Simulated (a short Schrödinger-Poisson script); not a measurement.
Structure: MOS inversion layer, SiO2 on p-type Si(110), at 400 K.

```
layer  material  thickness (nm)  Na (cm⁻³)
-----  --------  --------------  ---------
1          SiO2             1.3          -
2            Si             300       2e18
```

Constants are typed, rounded textbook-type inputs, not results; the design itself was drawn at random and stands for no fabricated device. SiO2: permittivity 3.9, conduction-band edge (eV) 3.15, gap (eV) 9, electron mass (mₑ) 0.5. Si: permittivity 11.7, conduction-band edge (eV) 0, gap (eV) 1.124, Nv at 300 K (cm⁻³) 3.1e19.

Channel valleys (confinement mass, in-plane density-of-states mass, number): Δ4 0.315, 0.324, 4; Δ2 0.19, 0.417, 2. At the gate the conduction-band edge of layer 1 lies 3.16 eV − eVg above the Fermi level of the channel; the field vanishes at the back. Gaps are held at their typed values at every temperature. Mesh 0.03 nm at interfaces.

From a short Schrödinger-Poisson script (our own, NumPy): 1D Poisson equation in equilibrium, electrons quantum, Hartree (BenDaniel-Duke, 12 states a valley, the channel's in-plane mass for all, wave functions free to enter the dielectric), parabolic valleys, classical holes, full ionisation, no traps, pinning or gate leakage.

Only gate voltages with over 1e8 electrons/cm² are shown.

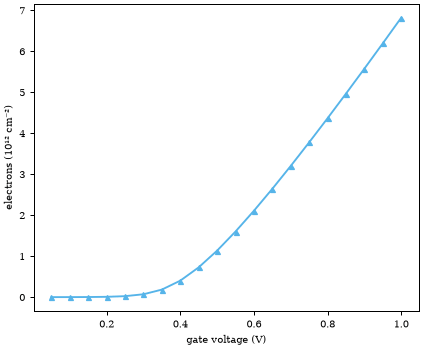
Figure. Sheet density against gate voltage

```tsv
Vg (V)	electrons (cm⁻²)	C (μF/cm²)	Δ4 E0 (meV)	Δ4 E1 (meV)	Δ2 E0 (meV)	Δ2 E1 (meV)
0.05	2.49e8	0.399	397.3	528.4	420.7	573.6
0.1	7.77e8	0.392	358.0	492.0	381.8	538.3
0.15	2.43e9	0.388	318.4	455.4	342.7	502.6
0.2	7.64e9	0.395	278.9	418.5	303.5	466.8
0.25	2.37e10	0.434	239.7	382.1	264.7	431.2
0.3	7.00e10	0.549	202.2	347.2	227.6	397.2
0.35	1.84e11	0.778	168.7	316.2	194.5	366.9
0.4	4.02e11	1.07	141.5	291.4	167.6	342.8
0.45	7.27e11	1.32	120.8	273.1	147.3	324.9
0.5	1.14e12	1.50	105.0	259.7	132.0	312.0
0.55	1.60e12	1.63	92.8	249.8	120.1	302.3
0.6	2.11e12	1.72	82.9	242.1	110.7	295.0
0.65	2.65e12	1.79	74.6	236.1	102.8	289.2
0.7	3.20e12	1.84	67.5	231.2	96.2	284.5
0.75	3.78e12	1.89	61.4	227.2	90.4	280.7
0.8	4.37e12	1.92	55.9	223.9	85.3	277.5
0.85	4.97e12	1.95	51.0	221.1	80.8	274.8
0.9	5.58e12	1.98	46.5	218.6	76.7	272.5
0.95	6.20e12	2.00	42.4	216.6	72.9	270.6
1	6.82e12	2.02	38.5	214.8	69.5	268.9
```

Subbands count from the Fermi level.
